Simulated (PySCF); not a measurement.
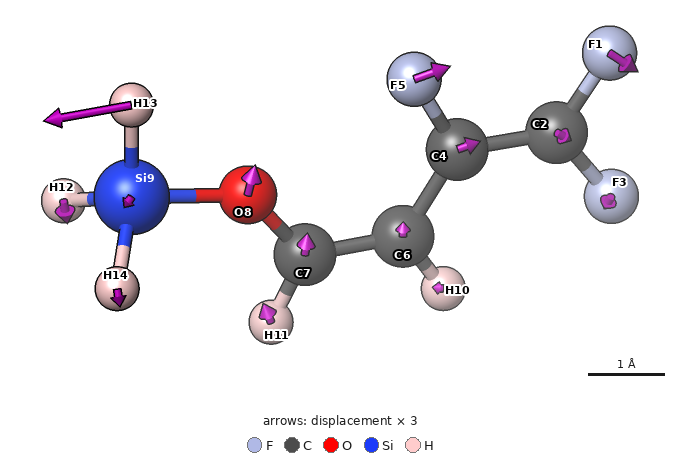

A relaxation of C4H5F3OSi. The starting structure is drawn; purple arrows show the displacements, magnified 3 times. The two geometries are superimposed by the best rigid fit.

The picture is a ball-and-stick view, seen at a tilt.

The start comes from GFN2-xTB. Its atoms were then displaced at random by about 0.01 Å.

All numbers below come from PySCF 2.14.0, density-fitted response routines, PBE0-D3(BJ)/def2-SVP geometry optimisation, gas phase. 

**Which element moves most?**

Hydrogen: up to 0.40 Å, against 0.18 Å for fluorine.

**Describe the change and its energy.**

Over 14 geometry steps the energy falls by 28.0 kJ/mol. H13 moves most after the best rigid fit: 0.40 Å. By element the largest moves are H 0.40 Å, F 0.18 Å, O 0.16 Å, C 0.11 Å, Si 0.06 Å. Near-neighbour distances that change, for instance: Si9–H13 1.422 → 1.483 Å, O8–Si9 1.624 → 1.682 Å, C2–C4 1.377 → 1.343 Å, C2–F3 1.344 → 1.313 Å. Among the angles between lasting bonds that change: C7–O8–Si9 135.4° → 126.4°, O8–Si9–H13 98.9° → 105.7°, H12–Si9–H13 116.0° → 111.2°. Cost: 4.8 min on 1 thread of Arm Neoverse N1, with other jobs on the host.
